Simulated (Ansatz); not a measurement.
## Electronic structure of CHClF2Ge in real space

Input file:

```
crystal:
  periodic: [false, false, false]
  atoms:
    - symbol: C
      position_ang: [-0.182854, -1.309120, -2.270838]
    - symbol: Cl
      position_ang: [-0.533846, -4.029210, -0.737762]
    - symbol: F
      position_ang: [-0.969288, -1.429806, -3.395512]
    - symbol: F
      position_ang: [0.701834, -0.292670, -2.482407]
    - symbol: Ge
      position_ang: [0.810307, -3.113489, -2.235734]
    - symbol: H
      position_ang: [-0.833546, -1.047676, -1.417597]
basis:
  gaussian:
    orbitals: def2-TZVPD
total_charge: 0
hamiltonian:
  xc: pbe0
output: {forces: true, orbitals: {seedname: orbitals}}
```

Command:

```sh
ansatz run input.yaml --threads 1 --pin off --max-ram 2610MiB --events-out events.jsonl --progress --plain --runs-dir runs
```

Geometry: B3LYP-D3(BJ)/def2-SVP.

All numbers below come from Ansatz, isolated molecule in a Gaussian basis; Kohn-Sham density functional theory, functional PBE0.

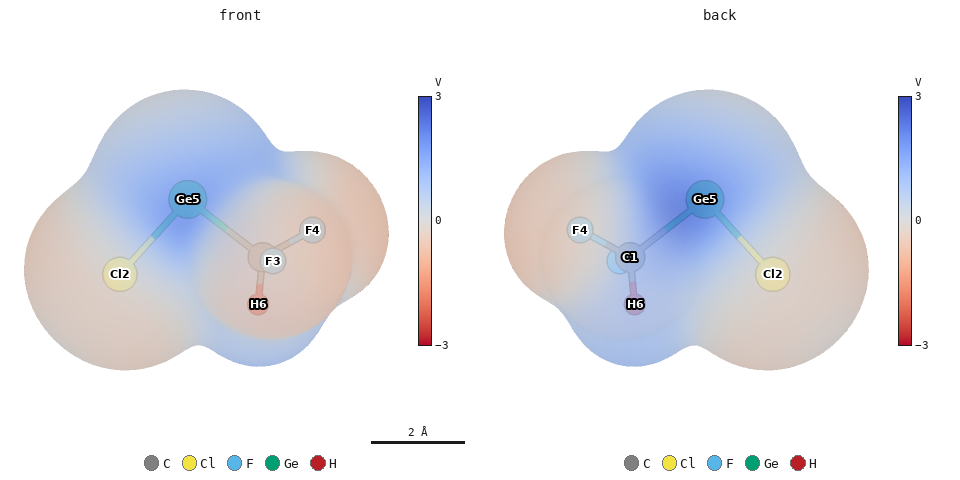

Figure 1. The molecular electrostatic potential painted on the density surface at 0.001 e/bohr³, seen from the front and from behind; the colour scale runs from red (negative) to blue (positive).

### Which sites attract a positive test charge, and which a negative one?

A positive charge is drawn to the negative regions and a negative charge to the positive ones. The most negative region (about −0.6 V) lies over F3 and F4, the most positive (about +2.2 V) over Ge5.

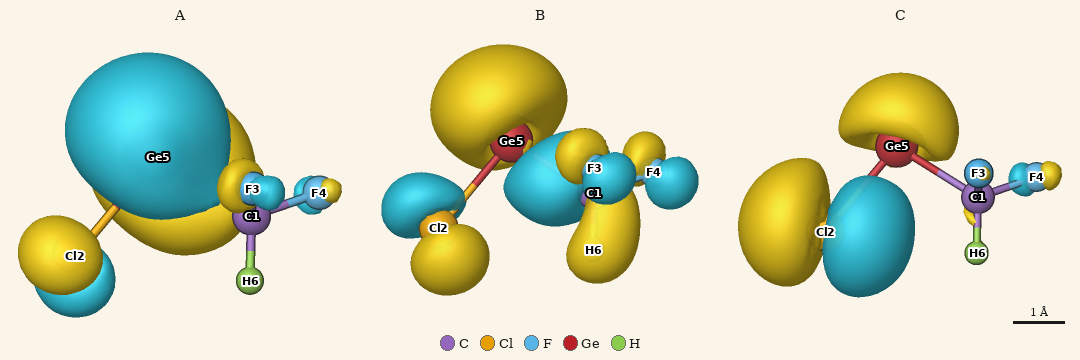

Figure 2. Three frontier orbitals at ±0.1 Å⁻³ᐟ² (yellow and cyan are the two phases), in no order.

### Order the three orbitals by energy and name them.

C is the HOMO−1 (−9.60 eV). It lies mainly on Cl2 (about 80 %) and Ge5 (about 20 %). B is the HOMO (−7.36 eV). Its weight (Hirshfeld) is mainly on Ge5 (about 45 %), C1 (about 25 %), Cl2 (about 15 %), F4 (about 5 %) and F3 (about 5 %). A is the LUMO (−3.31 eV). Its weight (Hirshfeld) is mainly on Ge5 (about 80 %) and Cl2 (about 10 %).

### What is the HOMO–LUMO gap?

4.05 eV between the orbital energies.

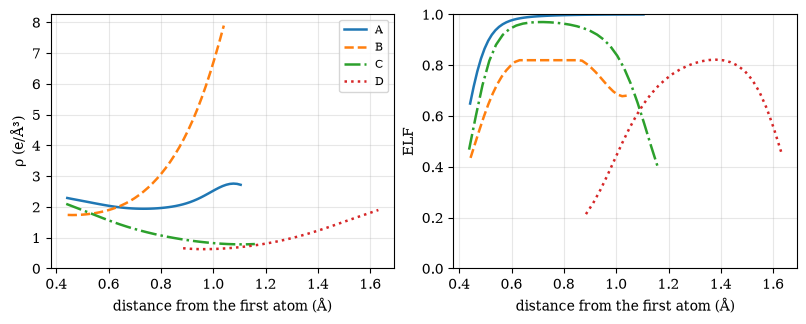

Figure 3. Electron density and ELF along straight lines between neighbouring atoms. The curves leave out the atomic cores.

### Which curve belongs to which contact (C–F, C–Ge, C–H and Ge–Cl)? The first atom named is at distance zero.

Curve A: C–H (1.10 Å): ρ at the midpoint is about 2.1 e/Å³; the ELF climbs to about 1 towards the hydrogen, as it does in any bond to H; an ordinary covalent bond to hydrogen. Curve B: C–F (1.36 Å): the density is about 2.2 e/Å³ at the midpoint, with its minimum of 1.7 e/Å³ about 0.5 Å from C; the ELF peaks at about 0.80 between the atoms (a polar covalent bond). Curve C: C–Ge (2.06 Å): the density is about 0.81 e/Å³ at the midpoint; the ELF peaks at about 0.95 in the valence shell of C, 0.7 Å from its nucleus, and is about 0.80 at the midpoint. Curve D: Ge–Cl (2.21 Å): ρ at the midpoint is about 0.7 e/Å³; the ELF peaks at about 0.80 in the valence shell of Cl, 0.8 Å from its nucleus, and is about 0.65 at the midpoint.
